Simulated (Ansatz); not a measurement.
## Electronic structure of H₇N₂Si₂···H₅NSi (doublet) in real space

The calculation's input:

```
crystal:
  periodic: [false, false, false]
  atoms:
    - {symbol: Si, position_ang: [1.519990, -0.094301, 1.577144]}
    - {symbol: N, position_ang: [0.613648, 0.271046, -2.159832]}
    - {symbol: Si, position_ang: [-0.320727, -1.163529, -2.279290]}
    - {symbol: N, position_ang: [0.633364, 1.287183, 1.009036]}
    - {symbol: Si, position_ang: [-1.100331, 1.423775, 1.051550]}
    - {symbol: H, position_ang: [2.182387, -0.850403, 0.469995]}
    - {symbol: H, position_ang: [0.601913, 0.943010, -2.909630]}
    - {symbol: N, position_ang: [0.339361, -1.168335, 2.214432]}
    - {symbol: H, position_ang: [0.706222, 0.722487, -1.259952]}
    - {symbol: H, position_ang: [0.036838, -2.037019, -1.131104]}
    - {symbol: H, position_ang: [0.015205, -1.840961, -3.560722]}
    - {symbol: H, position_ang: [-1.805089, -0.989962, -2.258819]}
    - {symbol: H, position_ang: [1.136866, 2.161440, 0.959637]}
    - {symbol: H, position_ang: [-1.662935, 1.297814, 2.424734]}
    - {symbol: H, position_ang: [-1.736619, 0.396508, 0.192654]}
    - {symbol: H, position_ang: [-1.434128, 2.780456, 0.540650]}
    - {symbol: H, position_ang: [0.412362, -2.157329, 2.038035]}
    - {symbol: H, position_ang: [-0.138327, -0.981880, 3.081386]}
basis:
  gaussian: {orbitals: def2-TZVPP}
magnetization: {spin_polarized: true, initial_magnetization: 1}
hamiltonian: {xc: pbe0, dispersion: d4}
output: {orbitals: {seedname: orbitals}}
```

Command:

```sh
ansatz run in.yaml --threads 4 --pin off --events-out ev --progress --plain --max-ram 41984MiB --backend cuda --devices 0, --max-vram 37GiB
```

The product side of a reaction path; geometry: PBE0-D4/def2-TZVP.

These are results of Ansatz 0.2.0, UKS PBE0-D4/def2-TZVPP, not measurements.

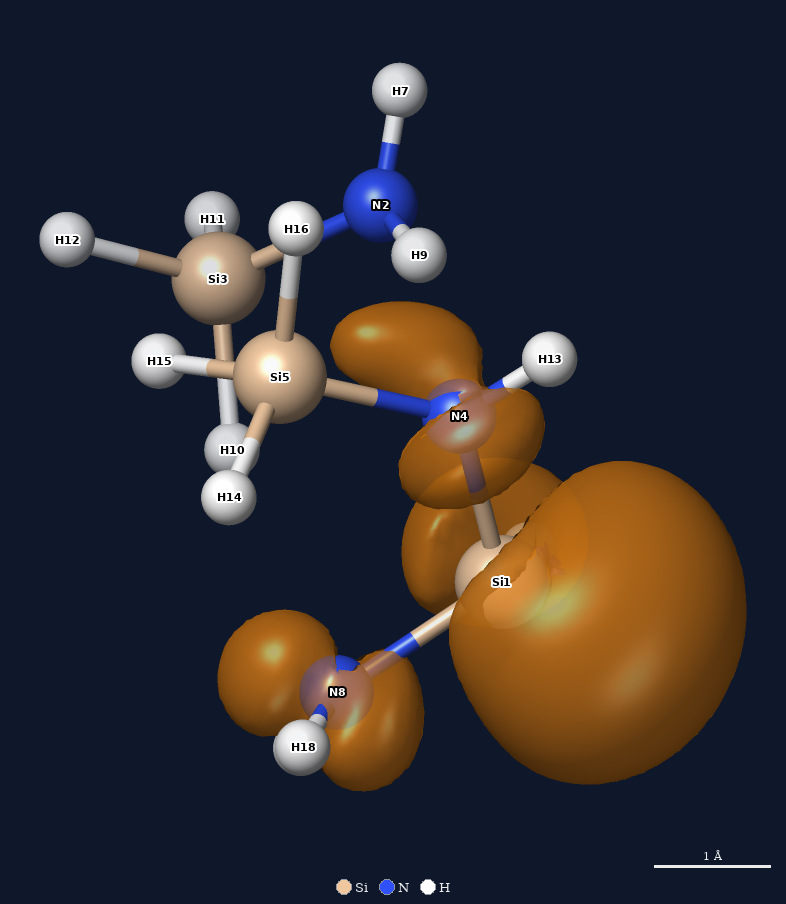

Figure 1. Isosurfaces of the spin density (α minus β) at +0.015 (orange) and −0.015 e/Å³ (purple), seen at an oblique angle.

Which atoms carry the spin?

Answer. The unpaired spin (1 electron) lies mostly on Si1 (about 0.7), N8 (about 0.1), N4 (about 0.1) and H6 (about 0.1), in electrons by Hirshfeld's partition.

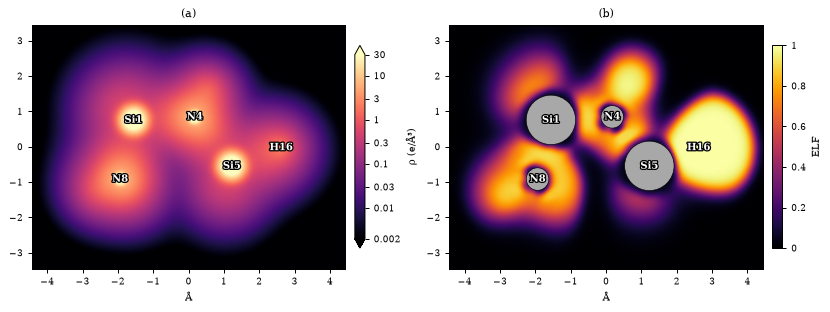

Figure 2. (a) total electron density; (b) ELF on the plane of atoms Si1, N4 and Si5. Grey discs cover the atomic cores in the ELF map.

Interpret the plot.

Answer.
- Atoms in the plane: Si, N and H.
- Si–N (1.74 Å): ρ is about 1.1 e/Å³ halfway; the ELF peaks at about 0.90 between the atoms; a shared but strongly polarised pair.
- Si–H (1.49 Å): ρ at the midpoint is about 0.8 e/Å³; the ELF climbs to about 1 towards the hydrogen, as it does in any bond to H.
- The ELF also peaks beside N8, away from the bonds: non-bonding electrons, paired or unpaired.

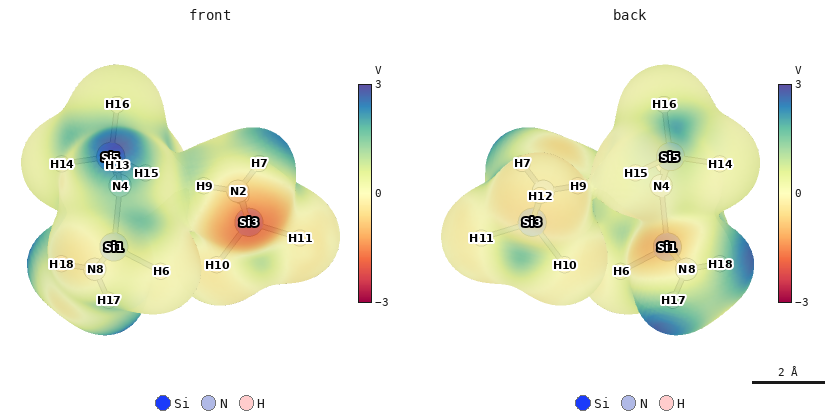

Figure 3. The electrostatic potential painted on the density surface at 0.004 e/bohr³, seen from the front and from behind; the colour scale runs from red (negative) to blue (positive).

Which sites attract a positive test charge, and which a negative one?

Answer. A positive charge is drawn to the negative regions and a negative charge to the positive ones. The most negative region (about −1.7 V, or −39 kcal/mol for a unit charge) lies over N2, the most positive (about +2.7 V, or +62 kcal/mol for a unit charge) over H13, H17 and H18. N2 is the likeliest acceptor of a hydrogen bond.

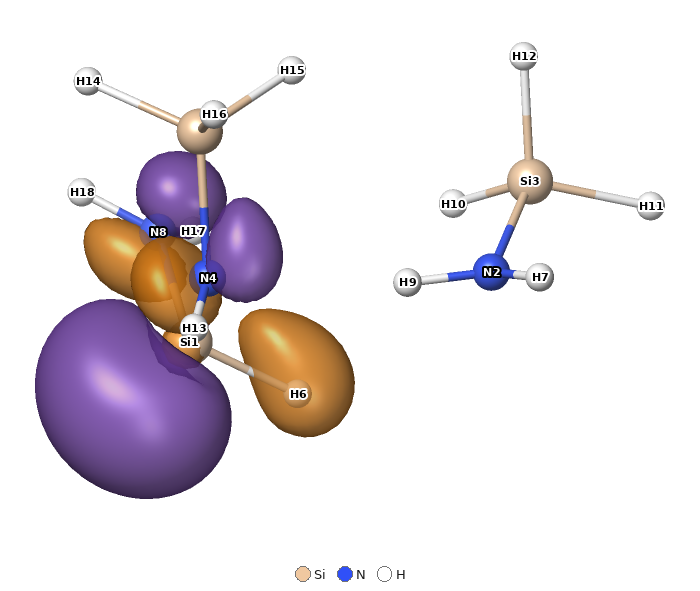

Figure 4. The HOMO (α) at ±0.15 Å⁻³ᐟ² (orange and purple are the two phases), seen from one side.

Describe this orbital and give its energy.

Answer. By Hirshfeld shares it lies mainly on Si1 (about 60 %), N8 (about 10 %), N4 (about 10 %) and H6 (about 10 %). Its energy is −5.37 eV.
